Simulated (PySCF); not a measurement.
# C₃H₅PSe, SMILES `C#C[PH](C)=[Se]`: electronic structure

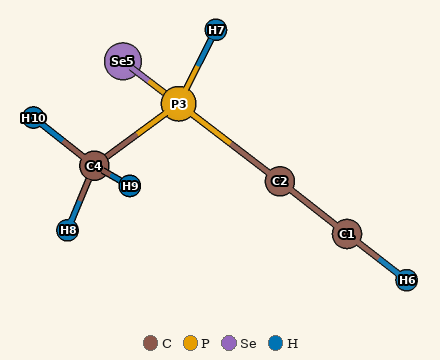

The molecule, with its atoms numbered as below. No frequency check shows the geometry to be a minimum.

Geometry (Å), atoms numbered from 1:

```
C1      -2.6434    1.4738    0.2340
C2      -1.8479    0.6269   -0.0771
P3      -0.4836   -0.4347   -0.4167
C4      -0.9356   -2.0216    0.3738
Se5      1.3802    0.3399    0.0806
H6      -3.3857    2.1775    0.4799
H7      -0.7014   -0.6941   -1.7731
H8      -0.9077   -1.8824    1.4552
H9      -1.9276   -2.3460    0.0660
H10     -0.1901   -2.7678    0.0991
```

Part 1: Bonding charge

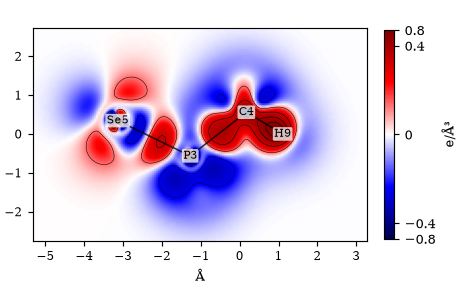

Deformation density (molecule less spherical, spin-averaged free atoms) in the plane of P3, C4, Se5 and H9; colour scale in e/Å³, logarithmic beyond ±0.1; red: gain, blue: loss.

Level of theory: B3LYP/def2-SVP (PySCF), at a geometry from GFN2-xTB.

> How much density has each bond in this plane gained at its critical point, relative to the free atoms?

C4–H9: +0.67 e/Å³ at the bond critical point (bond length 1.09 Å, Mayer order 0.9). P3–C4: +0.19 e/Å³ at the bond critical point (bond length 1.83 Å, Mayer order 1.0). P3–Se5: +0.12 e/Å³ at the bond critical point (bond length 2.08 Å, Mayer order 1.6). In all, 2.5 electrons gather in the regions of gain relative to the promolecule. A small or negative value marks a very polar bond, one between electron-rich atoms, whose free-atom densities already overlap strongly, a long bond to a heavier atom, or a closed-shell contact such as a hydrogen bond.

> Where do the Hirshfeld charges lie?

The highest Hirshfeld charge is on P3 (+0.35 e), the lowest on Se5 (−0.31 e).

```tsv
atom	charge (e)
C1	−0.06
C2	−0.11
P3	+0.35
C4	−0.14
Se5	−0.31
H6	+0.10
H7	0.00
H8	+0.05
H9	+0.05
H10	+0.06
```

Part 2: Local ionisation energy

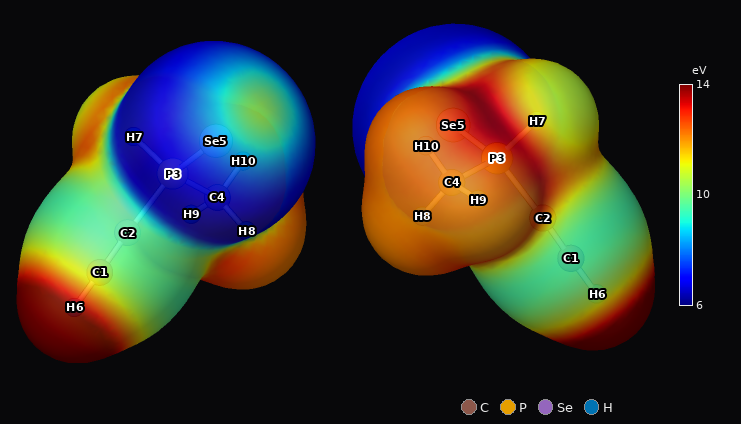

Average local ionisation energy on the surface of electron density 0.001 a.u. (back view left, front view right).

> Where are the most loosely bound electrons on this surface?

The lowest value is 6.5 eV, near Se5 (2.37 Å) and H8 (2.59 Å). Further minima include 6.5 eV, 2.3 Å from Se5; 6.6 eV, 2.4 Å from Se5; 9.4 eV, off the C1–C2 bond (2.1 Å from its atoms). For comparison, the highest occupied orbital lies at −5.8 eV.

> What volume does the surface enclose, and what is the dipole moment?

About 142 Å³; the dipole moment is 4.1 D.

Part 3: Excited states

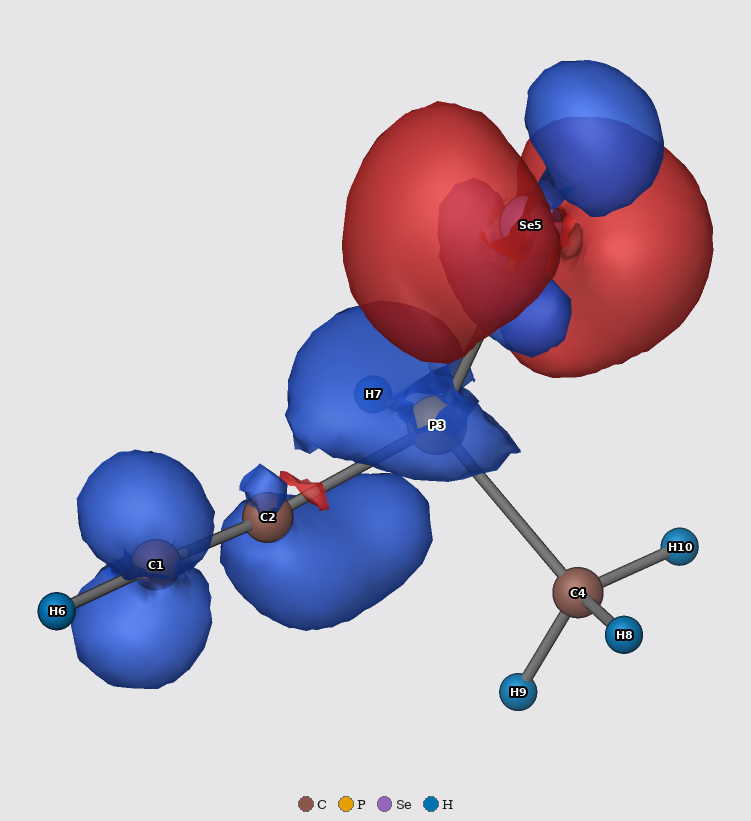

Unrelaxed difference density of S₂ less the ground state (TDA singlet states), ±0.03 e/Å³; blue: gain, red: loss.

Computed with PySCF, CAM-B3LYP/def2-SVP, geometry: GFN2-xTB. Without diffuse functions Rydberg states are missing, so the states' numbers hold for this basis only.

> How does the charge move on excitation?

0.72 e is displaced in all, of which about 0.5 e passes between atoms: Se5 (0.47 e) loses electrons and C1 (0.15 e) and P3 (0.13 e) gain them. The state: 4.71 eV (263 nm), f = 0.025; the leading pair carries 97 %; hole on Se5 (81 %) and P3 (10 %), electron on Se5 (34 %), P3 (24 %) and C1 (17 %); their centroids lie 1.5 Å apart; S₁ lies within 0.1 eV of it.

The PySCF runs shown took 19 s and 4.7 min on 1 thread of Arm Neoverse V1, with other jobs on the host.
